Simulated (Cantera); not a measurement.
Input: 1 mol Fe3O4, a varied amount of C, 0.041 mol CO, at 1725 K and 7.50 bar.

Equilibrium computed with Cantera from the NASA thermochemical tables; the gas is ideal and each condensed phase is pure. Candidate condensed phases: C, Fe, Fe(CO)5, FeO, Fe2O3, Fe3O4; 15 gas species. Mutual solubility and eutectic melting of coexisting phases are not modelled. The tables' stoichiometric FeO is somewhat more stable than real wüstite, so its field is too wide. FeO: taken at fixed stoichiometry. The numbers say what is thermodynamically allowed, not how fast it happens.

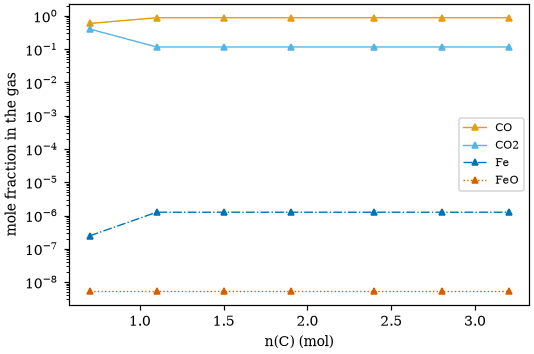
Fig. 1. Equilibrium gas composition (values under 1e-9 drawn at 1e-9)

### Question
Read off the mole fractions at 0.7 mol C.

### Answer
CO about 0.60, CO2 about 0.40, Fe about 2.4e-7.
